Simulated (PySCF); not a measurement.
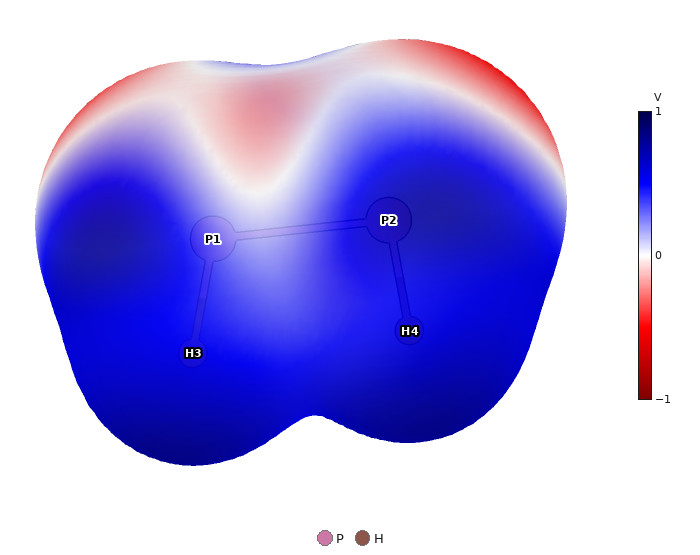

*H$_{2}$P$_{2}$ (SMILES P=P). The electrostatic potential painted on the density surface at 0.002 e/bohr³, seen at a tilt; the colour scale runs from red (negative) to blue (positive).*

Geometry: PBE0-D3(BJ)/ma-def2-SVP.

All numbers below come from DFT single point, gas phase, functional wB97X (PySCF).

```xyz
4

P    -1.0203    0.7001    0.0160
P     1.0185    0.7178    0.0058
H    -1.2469   -0.7147   -0.0276
H     1.2691   -0.6929   -0.0401
```

Q: Which sites attract a positive test charge, and which a negative one?

A: A positive charge is drawn to the negative regions and a negative charge to the positive ones. The most negative region (about −0.5 V) lies over P1 and P2, the most positive (about +0.8 V) over H3 and H4.

Q: How polar is the molecule by this calculation?

A: Its dipole moment is 1.26 D.
